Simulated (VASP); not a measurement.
Band structure of HgZn3Se4 (ordered alloy cell). Method: PBEsol GGA, VASP's PBE PAW potentials (set 64) (plane waves; VASP 6.6.1).

Unless said otherwise, spin-orbit coupling is left out, though it shifts the bands of the heavy elements here.

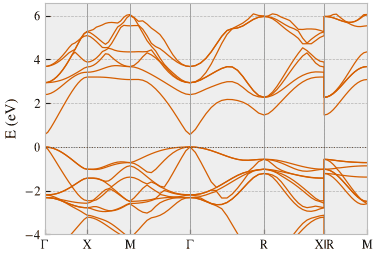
Bands along high-symmetry lines, zero at the valence-band maximum or, without a gap, the Fermi level

Question: Read the plot: is there a gap, and where are the band edges?

Answer: The gap is direct, 0.57 eV, from the valence maximum at Γ to the conduction minimum at Γ. (Edges off the drawn lines would not show.)

The structure was generated: HgZn3Se4 was put into an ordered model structure (P-43m), which need not be its known phase. It was relaxed first.
